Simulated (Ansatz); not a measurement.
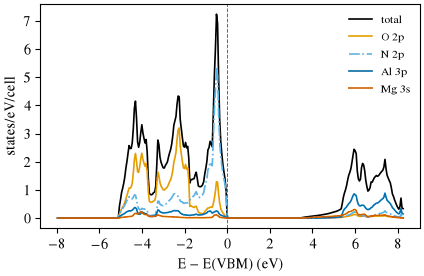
*Total and projected density of states of MgAlNO in space group P3m1 (No. 156; Al on 1b, Mg on 1c, O on 1b, N on 1c), PBEsol in the plane-wave PAW code Ansatz*

Which orbitals carry the states next to the gap?

Top 1 eV of the valence band: N 2p 76 %, O 2p 15 %, Al 3p 5 %. Bottom 1 eV of the conduction band: Mg 3s 39 %, N 2s 20 %, O 2s 14 %, Al 3s 10 %, N 2p 7 %. Projections are on Löwdin-orthogonalised atomic valence shells; empty p or d shells of many metals are not among them.

Where is the tallest occupied peak in this window, and what makes it?

Near -0.5 eV, about 7.2 states/eV per cell; the largest projected share is N 2p.

The start of the workflow was typed in or built on a structure type; neither database checked (COD, Materials Project) lists it. Whether it is the stable phase at ambient conditions was not checked. The cell was relaxed with PBEsol under the symmetry of its start; its stability against distortions is not shown here. The volume moved by -22 % from the start of the relaxation.

Potentials: the earlier of the program's two PAW sets. The files were generated under PBE; for other functionals the program regenerates the frozen cores, and for LDA and PBEsol the local potential too.
